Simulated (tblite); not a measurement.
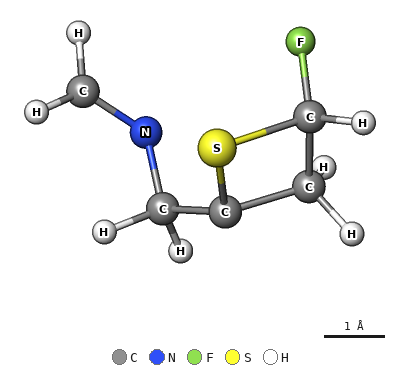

This is the input geometry for a relaxation of C5H7FNS (multiplicity 2). The picture is a ball-and-stick view, seen at a tilt.

The calculation used GFN2-xTB geometry optimisation, gas phase in tblite.

```xyz
15

C     2.2839    0.8140   -0.8210
N     1.6091    0.1104    0.0070
C     0.8627   -1.0399   -0.3111
C    -0.6208   -0.8799   -0.3008
C    -1.3225   -0.5020    0.9603
C    -1.8608    0.8252    0.4343
F    -1.1777    1.9528    0.8591
S    -1.3716    0.4259   -1.2477
H     2.8282    1.6794   -0.4096
H     2.2995    0.5867   -1.8858
H     1.1941   -1.3573   -1.3425
H     1.1252   -1.8797    0.3810
H    -0.7316   -0.3750    1.8851
H    -2.1563   -1.2133    1.1652
H    -2.9658    0.8606    0.6045
```

**Predict the outcome.**

F7 moves most after the best rigid fit: 1.00 Å. By element the largest moves are F 1.00 Å, H 0.70 Å, N 0.35 Å, C 0.33 Å, S 0.29 Å. Among the contacts that change: C6–S8 1.797 → 1.844 Å, N2–C3 1.408 → 1.447 Å, C4–S8 1.779 → 1.749 Å, C6–F7 1.385 → 1.355 Å. Bond angles that change, for instance: N2–C3–C4 116.0° → 107.8°, C5–C6–H15 108.9° → 116.6°, C3–C4–C5 120.0° → 127.7°. After 87 geometry steps the energy has fallen by 0.561 eV.

The structure at the end:

```xyz
15

C     2.4179    0.6045   -0.7025
N     1.8035   -0.1743    0.0621
C     0.8548   -1.1194   -0.4863
C    -0.5044   -0.5784   -0.2590
C    -1.1516   -0.2515    1.0503
C    -2.1367    0.7329    0.4235
F    -2.1636    1.9588    1.0006
S    -1.2572    0.6919   -1.1967
H     3.0736    1.3413   -0.2622
H     2.3383    0.5940   -1.7948
H     1.0067   -1.2921   -1.5627
H     0.9726   -2.0562    0.0670
H    -0.4794    0.2603    1.7466
H    -1.6085   -1.0967    1.5706
H    -3.1704    0.3930    0.3215
```

After the run, drawn alike:

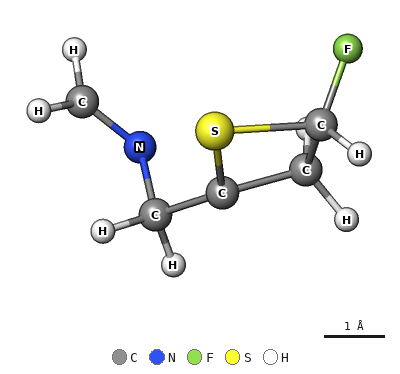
